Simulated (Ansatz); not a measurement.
```xyz
13

Si   -0.6953   -0.0638   -1.2541
H     0.9130    0.7467    3.0758
Si    1.5391   -0.0441   -0.5170
H     1.8410   -1.2982    0.2517
H     2.4934    0.0429   -1.6729
H     1.7864    1.1292    0.3878
H    -0.9761    1.1885   -2.0403
H    -0.8988   -1.2280   -2.1863
Si   -2.2150   -0.2248    0.5355
H    -3.6287   -0.3336    0.0386
H    -1.9121   -1.4389    1.3673
H    -2.1159    0.9861    1.4195
H     0.3479    0.5379    3.5242
```

Level of theory: RKS PBE/6-31G* in Ansatz.

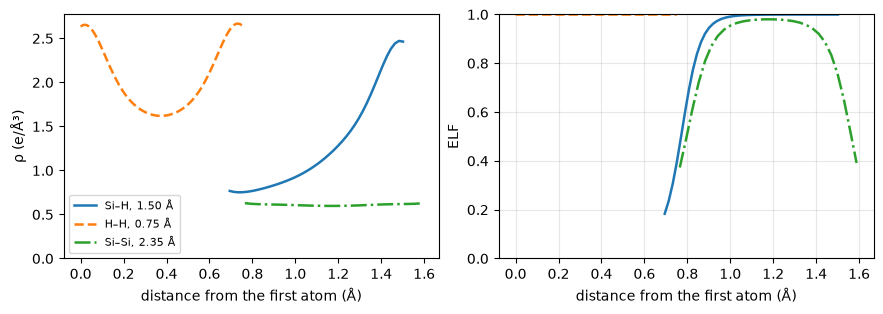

H₈Si₃···H₂. Total electron density and electron localisation function along straight lines between neighbouring atoms. The curves leave out the atomic cores.

Question: Compare the contacts.

Answer: Si–H (1.50 Å): ρ is about 0.75 e/Å³ halfway; the ELF climbs to about 1 towards the hydrogen, as it does in any bond to H.
H–H (0.75 Å): ρ is about 1.6 e/Å³ halfway; the ELF is about 1 at the midpoint.
Si–Si (2.35 Å): ρ is about 0.6 e/Å³ halfway; the ELF peaks at about 1 between the atoms (a covalent bond).
